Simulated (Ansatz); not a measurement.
**[SnH3]− (SMILES [H][Sn-]([H])[H]) at BCCD(T)/STO-3G**

What is the vertical ionisation energy of [SnH3]− at BCCD(T)/STO-3G? 

Program for the calculation: Ansatz 0.2.0.

1 further run of the same task is left out (set aside as unsound or not needed).

## 1. The molecule

The species is [SnH3]− (4 atoms), meant as a singlet with charge -1. SMILES: `[H][Sn-]([H])[H]`. Geometry: a GFN2-xTB relaxation, a rough one for these elements and not checked as a minimum.

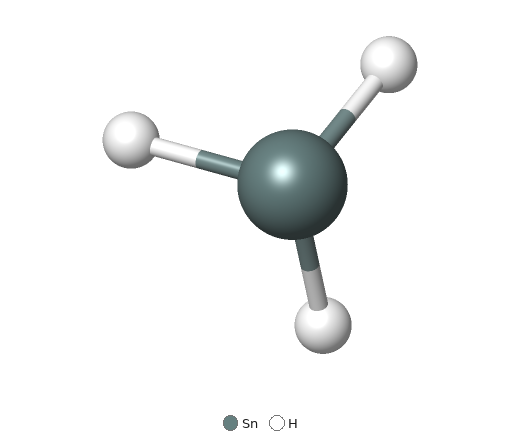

The structure, seen from a chosen angle (tin teal, hydrogen white).

## 2. The energy at BCCD(T)/STO-3G

Input file input.yaml:

```yaml
basis:
  gaussian:
    orbitals: STO-3G
crystal:
  periodic: [false, false, false]
  atoms:
    - symbol: Sn
      position_ang: [-0.006380, 0.005730, 0.791670]
    - symbol: H
      position_ang: [1.637790, -0.033600, -0.251650]
    - symbol: H
      position_ang: [-0.786860, 1.432510, -0.280410]
    - symbol: H
      position_ang: [-0.844540, -1.404640, -0.259610]
total_charge: -1
magnetization:
  spin_polarized: false
correlation:
  method: bccd_t
  frozen_orbitals: {H: 0, Sn: 18}
accuracy: high
scf:
  omitted_lower_state_checks: [cluster_reference, increment]
```

Launch:

```sh
ansatz run input.yaml --threads 1 --pin off --max-ram 2610MiB --events-out events.jsonl --progress --plain --runs-dir runs
```

Standard output, shortened:

```text
Warning: RAYON_NUM_THREADS=1 ignored (pool sized by the plan → 1); use --threads N
Functional definition: HF
  name "HF"
[...]
519 factors; integrals over basis functions are off by at most 4.0e-9 eV
[...]
mean field -162310.16395168 eV, -5964.7885074437 hartree, gradient 1.2e-8 eV, S^2 0.000000; 0 other end points of the search recorded, 0 dependent functions left out
18 core orbitals not correlated: weight in the atoms' cores, before any rotation towards them, 1.000 or more for the frozen orbitals, at most 0.000 for the correlated occupied ones
reference -162310.16395168 eV, -5964.7885074437 hartree; 9, 9 occupied and 3, 3 virtual orbitals, 519 factors
second order -1.16118918 eV of doubles, -0.00000000 eV of singles
cycle   1  -1.55938956 eV  change   -4.0e-1 eV  update   6.6e-2
[...]
cycle  16  -1.81144212 eV  change  -8.2e-10 eV  update   1.8e-9
perturbative correction -0.00599378 eV, -0.0002202674 hartree
Total energy: -162311.98138758 eV, -5964.8552969813 hartree
Checks for a lower state left out: cluster_reference, increment
```

Run time: 0.28 s. Hardware: 1 thread of AMD EPYC 9R45 (Zen 5), shared host.

## 3. Doublet neutral SnH3 at the same level

Input file run.yaml:

```yaml
crystal:
  periodic: [false, false, false]
  atoms:
    - {symbol: Sn, position_ang: [-0.006380, 0.005730, 0.791670]}
    - {symbol: H, position_ang: [1.637790, -0.033600, -0.251650]}
    - {symbol: H, position_ang: [-0.786860, 1.432510, -0.280410]}
    - {symbol: H, position_ang: [-0.844540, -1.404640, -0.259610]}
basis:
  gaussian: {orbitals: STO-3G}
accuracy: high
correlation: {method: bccd_t, frozen_orbitals: {H: 0, Sn: 18}}
scf: {omitted_lower_state_checks: [cluster_reference, increment]}
magnetization: {spin_polarized: true, initial_magnetization: 1}
```

Launch:

```sh
ansatz run run.yaml --threads 1 --pin off --max-ram 2610MiB --events-out events.jsonl --progress --plain --runs-dir runs
```

Standard output, shortened:

```text
Warning: RAYON_NUM_THREADS=1 ignored (pool sized by the plan → 1); use --threads N
[... 2 set-up lines as earlier in the session ...]
[...]
519 factors; integrals over basis functions are off by at most 4.0e-9 eV
[...]
mean field -162313.21947419 eV, -5964.9007958246 hartree, gradient 9.0e-8 eV, S^2 0.752159; 0 other end points of the search recorded, 0 dependent functions left out
18 core orbitals not correlated: weight in the atoms' cores, before any rotation towards them, 1.000 or more for the frozen orbitals, at most 0.000 for the correlated occupied ones
reference -162313.21947419 eV, -5964.9007958246 hartree; 9, 8 occupied and 3, 4 virtual orbitals, 519 factors
second order -1.20770338 eV of doubles, -0.00000000 eV of singles
cycle   1  -1.67972592 eV  change   -4.7e-1 eV  update   7.4e-2
[...]
cycle  22  -2.01062833 eV  change  -9.8e-10 eV  update   1.6e-9
perturbative correction -0.02055404 eV, -0.0007553472 hartree
Total energy: -162315.25065656 eV, -5964.9754404001 hartree
Checks for a lower state left out: cluster_reference, increment
```

It took 0.38 s on 1 thread of AMD EPYC 9R45 (Zen 5), shared host.

## 4. Summary of results

At BCCD(T)/STO-3G, 18 core orbitals frozen:

| quantity | value |
| --- | --- |
| singlet [SnH3]−: total energy | -5964.85530 Eh |
| singlet [SnH3]−: correlation energy (18 core orbitals frozen) | -66.8 mEh |
| singlet [SnH3]−: (T) correction | -0.22 mEh |
| doublet neutral SnH3: total energy | -5964.97544 Eh |
| doublet neutral SnH3: correlation energy (18 core orbitals frozen) | -74.6 mEh |
| doublet neutral SnH3: (T) correction | -0.76 mEh |
| doublet neutral SnH3: ⟨S²⟩ of the reference determinant | 0.752 |
| vertical detachment energy (to the doublet neutral) | -3.269 eV |

**Reading.** The species is unbound against losing an electron at this level, by 3.27 eV (−315 kJ/mol); missing correlation or diffuse functions can give that sign where the real anion is bound. In a minimal basis such a difference can be off by several eV, whatever the method. The triples (singlet [SnH3]−) make up 0.3 % of the correlation energy. Relativity is left out (singlet [SnH3]−) although the molecule holds a heavy atom. The triples (doublet neutral SnH3) make up 1.0 % of the correlation energy. Relativity is left out (doublet neutral SnH3) although the molecule holds a heavy atom.
